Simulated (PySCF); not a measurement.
## A study: BrH3Si, SMILES `Br[SiH3]`

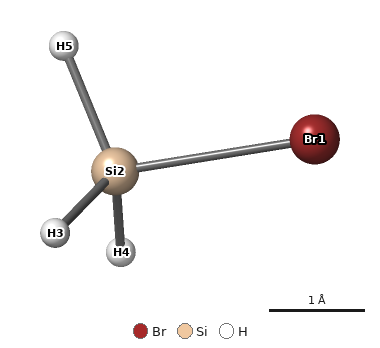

The molecule, with its atoms numbered as below. No frequency check shows the geometry to be a minimum.

Geometry (Å), atoms numbered from 1:

```
Br1     -0.7452   -0.0000    0.0000
Si2      1.4653    0.0001    0.0002
H3       1.8551   -1.1225   -0.8392
H4       1.8588   -0.1663    1.3866
H5       1.8549    1.2884   -0.5523
```

### 1. Bonding charge

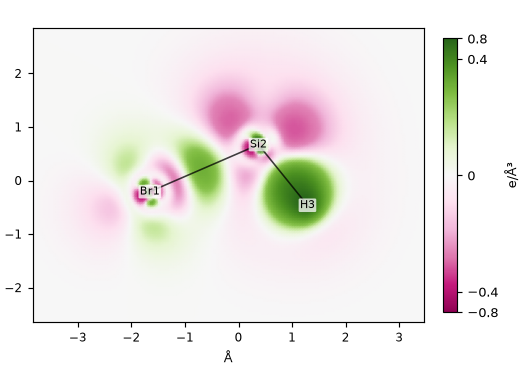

Deformation density (molecule less spherical, spin-averaged free atoms) in the plane of Br1, Si2 and H3; colour scale in e/Å³, logarithmic beyond ±0.1; green: gain, pink: loss.

Level of theory: PBE0/def2-TZVP (PySCF), at a geometry from GFN2-xTB.

> Describe the bonding that the map shows.

Si2–H3: +0.25 e/Å³ at the bond critical point (bond length 1.46 Å, Mayer order 0.9). Br1–Si2: +0.05 e/Å³ at the bond critical point (bond length 2.21 Å, Mayer order 1.1); up to 0.6 Å beside the axis the gain reaches +0.16 e/Å³. In all, 1.2 electrons gather in the regions of gain relative to the promolecule. A small or negative value marks a very polar bond, one between electron-rich atoms, whose free-atom densities already overlap strongly, a long bond to a heavier atom, or a closed-shell contact such as a hydrogen bond.

> Where do the Hirshfeld charges lie?

The highest Hirshfeld charge is on Si2 (+0.31 e), the lowest on Br1 (−0.12 e).

```csv
atom,charge (e)
Br1,−0.12
Si2,+0.31
H3,−0.07
H4,−0.06
H5,−0.06
```

### 2. Bond critical points

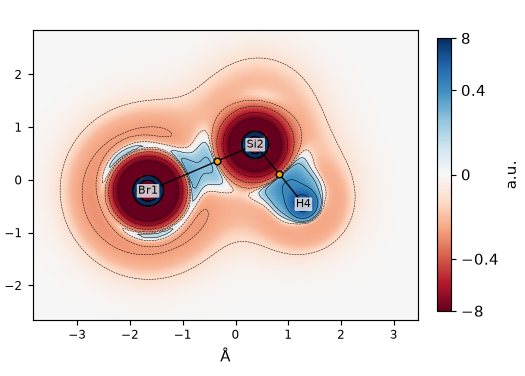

Negative Laplacian of the density (−∇²ρ) in the plane of Br1, Si2 and H4 (blue positive, red negative, colour scale in a.u., logarithmic beyond ±0.04), with bond paths and bond critical points (dots).

> Sort the bonds in the plane by the sign of ∇²ρ at their critical points.

At none is it concentrated. Depleted (∇²ρ > 0): Si2–H4 (+0.19 a.u., H = −0.083); Br1–Si2 (+0.11 a.u., H = −0.049). A positive Laplacian with clearly negative H marks a strongly polar covalent bond, whose critical point lies close to the core of the less electronegative atom.

> Where along Br1–Si2 does the critical point lie?

1.43 Å from Br1 and 0.78 Å from Si2.

### 3. Local ionisation energy

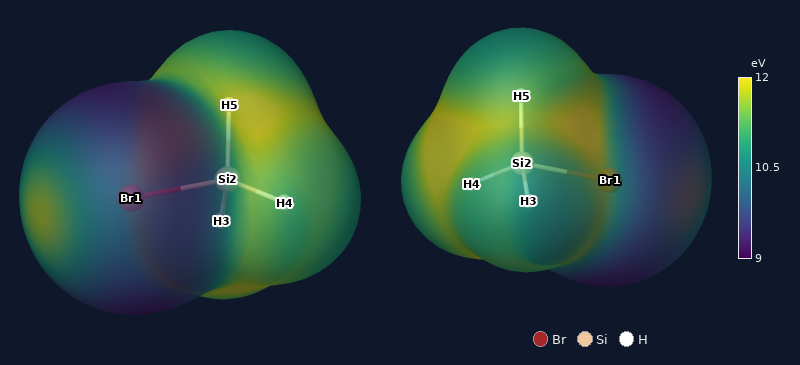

Average local ionisation energy on the surface of electron density 0.001 a.u. (back view left, front view right).

> Where are the most loosely bound electrons on this surface?

The lowest value is 9.3 eV, 2.3 Å from Br1, and at like points elsewhere. Further minima include 10.7 eV, 1.4 Å from H3, and at like points elsewhere. For comparison, the highest occupied orbital lies at −8.4 eV.

### 4. In an electric field

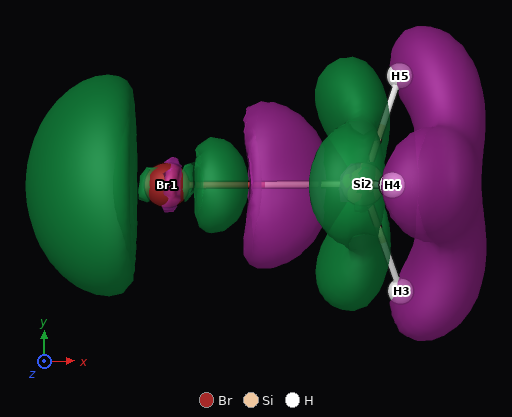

Change of the electron density in a uniform field of 0.21 V/Å, surfaces at ±0.002 e/Å³ (green: gain, purple: loss).

Level of theory: PBE0/def2-TZVP (PySCF), at a geometry from GFN2-xTB. A basis without diffuse functions makes polarisabilities too small.

> Along which Cartesian direction does the field point?

Along +x: electrons gather on the −x side, against the field.

> What dipole is induced, and what polarisability does it imply?

The induced dipole is 0.56 D (along the field); α along this axis, from the fields in both directions, is 55 bohr³ (8.2 Å³).

> Which atoms gain and lose the most charge?

Electrons gather most on Br1 (Hirshfeld charge changes by −0.025 e) and leave Si2 most (+0.011 e); 0.046 electrons are displaced in all.

The PySCF runs shown took 5.7 s and 11 s on 1 thread of Intel(R) Xeon(R) 6975P-C (Granite Rapids), with other jobs on the host.
